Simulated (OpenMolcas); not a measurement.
**doublet F2Si+ at 6 levels**

Wanted: a comparison of 6 runs (ROHF/STO-3G, U-r2SCAN/STO-3G, UB3LYP/STO-3G, UM06-2X/STO-3G, UPBE0/STO-3G, ROMP2/STO-3G) of doublet F2Si+. 

The calculation is run with OpenMolcas 26.06.

## (1) The system as given

The species is F2Si+ (3 atoms), typed as a doublet with charge +1. SMILES of the parent species: `F[Si]F`. The shape is that of a PBE0-D4/def2-TZVP optimisation. That shape belongs to the parent species and isn't relaxed for this state.

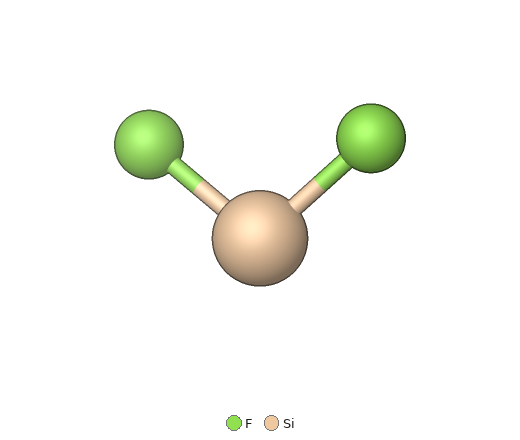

The structure, seen from a chosen angle (fluorine green, silicon light orange).

## (2) A single-point energy at ROHF/STO-3G (run 1)

Input file step1.inp:

```
&GATEWAY
BasLib=$CurrDir
Coord
3
angstrom
F        0.166300       1.246800       0.229400
Si      -0.594900      -0.046400      -0.330100
F        0.428600      -1.200400       0.100700
Basis=STO-3G
Group=NoSym
&SEWARD
&SCF
UHF
Charge=1
Spin=2
Scramble=0.25
PrOrbitals=1 1
&RASSCF
FileOrb=$Project.UnaOrb
Spin=2
Nactel=1 0 0
Inactive=15
Ras2=1
OutOrbitals=Canonical
OrbListing=Nothing
```

The basis set STO-3G is read from a file made from the Basis Set Exchange's data (not shown).

Command:

```sh
export MOLCAS_MEM=1860
pymolcas step1.inp > step1.log
```

The log of the run:

```text
--- Start Module: gateway ---

                                              &GATEWAY

                       available to each process: 1.9 GB of memory, 1 thread

 Basis Set     1 Label: F.STO-3G
 Basis set is read from library:.
 basistype.tbl is not found

 Basis Set     2 Label: SI.STO-3G
 Basis set is read from library:.
 basistype.tbl is not found

 Basis Set     3 Label: F.STO-3G
 Basis set is read from library:.
 basistype.tbl is not found

++    Symmetry information:
      ---------------------

[... 201 lines left out ...]
       Convergence after  20 Iterations
[... 132 lines left out ...]
      Nuclear repulsion energy =  100.65841358
[... 88 lines left out ...]
      printout of CI-coefficients larger than  0.05 for root  1
[... 11 lines left out ...]
++    Final optimization conditions:
[... 46 lines left out ...]
      Dipole Moment (debye):
[... 13 lines left out ...]
      Mulliken spin population analysis for root number:  1
      ---------------------------------------------------

++    Molecular charges:
      ------------------

      Mulliken spin population per centre
      ---------------------------

                F1      SI2     F3
      Total    0.1374  0.7252  0.1374

      Total electronic spin=    1.000000
--

      Canonical orbitals are written to the RASORB file
      Natural orbitals for root   1 are written to the RASORB.1 file
      Spin density orbitals for root   1 are written to the SPDORB.1 file

--- Stop Module: rasscf /rc=_RC_ALL_IS_WELL_ ---

.##################.
.# Happy landing! #.
.##################.

    Timing: Wall=2.70 User=1.98 System=0.60
```

Run time: 2.9 s. Hardware: 1 thread of AMD EPYC 9R14 (Zen 4), shared host; peak memory 0.37 GiB.

## (3) A single-point energy at U-r2SCAN/STO-3G (run 2)

Input file test.inp:

```
&gateway
 baslib
 $CurrDir
 coord
 3
 angstrom
 F        0.166300       1.246800       0.229400
 Si      -0.594900      -0.046400      -0.330100
 F        0.428600      -1.200400       0.100700
 basis
 STO-3G
 group
 NoSym

&seward
 gridinput
 Grid=UltraFine
 End of Grid

&scf
 uhf
 charge
 1
 spin
 2
 ksdft
 2
 1.0 MGGA_X_R2SCAN
 1.0 MGGA_C_R2SCAN
 thresholds
 1e-10 1e-07 1e-07 1e-05
 prorbitals
 1 1
```

The basis set STO-3G is read from a file made from the Basis Set Exchange's data (not shown).

Command:

```sh
export MOLCAS_MEM=1860
pymolcas test.inp > test.log
```

The log of the run:

```text
--- Start Module: gateway ---

                                              &GATEWAY

                       available to each process: 1.9 GB of memory, 1 thread

 Basis Set     1 Label: F.STO-3G
 Basis set is read from library:.
 basistype.tbl is not found

 Basis Set     2 Label: SI.STO-3G
 Basis set is read from library:.
 basistype.tbl is not found

 Basis Set     3 Label: F.STO-3G
 Basis set is read from library:.
 basistype.tbl is not found

++    Symmetry information:
      ---------------------

[... 188 lines left out ...]
++ Convergence information
[... 23 lines left out ...]
       Convergence after  17 Iterations
[... 4 lines left out ...]
 *                                                       Final Results                                                       *
[... 92 lines left out ...]
      Dipole Moment (debye):
[... 13 lines left out ...]
--- Stop Module: scf /rc=_RC_ALL_IS_WELL_ ---
--- Module scf spent 5 seconds ---

.##################.
.# Happy landing! #.
.##################.

    Timing: Wall=6.34 User=5.20 System=1.05
```

Run time: 6.6 s. Hardware: 1 thread of AMD EPYC 9R14 (Zen 4), shared host; peak memory 0.37 GiB.

Runs 3 to 5 aren't shown in full; the table further down has their settings and results.

## (4) The energy at ROMP2/STO-3G (run 6)

Input file test.input:

```
&GATEWAY
 BASLIB=$CurrDir
 COORD
 3
 angstrom
 F        0.166300       1.246800       0.229400
 Si      -0.594900      -0.046400      -0.330100
 F        0.428600      -1.200400       0.100700
 BASIS=STO-3G
 GROUP=NoSym

&SEWARD

&SCF
 UHF
 CHARGE=1
 SPIN=2
 THRESHOLDS=1e-10 1e-07 1e-07 1e-05
 PRORBITALS=1 1

&RASSCF
 FILEORB=$Project.UnaOrb
 SPIN=2
 NACTEL=1 0 0
 INACTIVE=15
 RAS2=1
 OUTORBITALS=Canonical
 ORBLISTING=Nothing

&CASPT2
 IPEA=0.0
 FROZEN=7
```

The basis set STO-3G is read from a file made from the Basis Set Exchange's data (not shown).

Command:

```sh
export MOLCAS_MEM=1860
pymolcas test.input > test.log
```

The log of the run:

```text
--- Start Module: gateway ---

                                              &GATEWAY

                       available to each process: 1.9 GB of memory, 1 thread

 Basis Set     1 Label: F.STO-3G
 Basis set is read from library:.
 basistype.tbl is not found

 Basis Set     2 Label: SI.STO-3G
 Basis set is read from library:.
 basistype.tbl is not found

 Basis Set     3 Label: F.STO-3G
 Basis set is read from library:.
 basistype.tbl is not found

++    Symmetry information:
      ---------------------

[... 203 lines left out ...]
 *                                             SCF/KS-DFT Program, Final results                                             *
[... 206 lines left out ...]
      Convergence after 12 iterations
[... 22 lines left out ...]
++    Final optimization conditions:
[... 77 lines left out ...]
      Spin density orbitals for root   1 are written to the SPDORB.1 file
[... 100 lines left out ...]
      Reference weight:           0.94142
[... 17 lines left out ...]
   (Skipping property calculation,
    use PROP keyword to activate)
--

  Total CASPT2 energies:
::    CASPT2 Root  1     Total energy:   -481.53243149

  A NEW JOBIPH FILE NAMED 'JOBMIX' IS PREPARED.
********************************************************************************
--- Stop Module: caspt2 /rc=_RC_ALL_IS_WELL_ ---

.##################.
.# Happy landing! #.
.##################.

    Timing: Wall=3.25 User=2.26 System=0.69
```

It took 3.6 s on 1 thread of AMD EPYC 9R14 (Zen 4), shared host; peak memory 0.37 GiB.

## (5) Overview of the runs

```csv
run,level,scramble,integration grid,SCF convergence threshold,energy (Eh),wall time
1,ROHF/STO-3G,0.25,–,–,-481.437865,2.9 s
2,U-r2SCAN/STO-3G,–,UltraFine,1e-10,-482.606165,6.6 s
3,UB3LYP/STO-3G,–,UltraFine,1e-10,-482.653670,6 s
4,UM06-2X/STO-3G,–,UltraFine,1e-10,-482.673155,6.9 s
5,UPBE0/STO-3G,–,UltraFine,1e-10,-482.389715,5.1 s
6,ROMP2/STO-3G,–,–,1e-10,-481.532431,3.6 s
```

## (6) Summary of results

| quantity | value |
| --- | --- |
| run 6: total energy | -481.53243 Eh |

**Reading.** Totals of different functionals can't be ranked against each other. All runs together took 31 s, the longest 6.9 s.
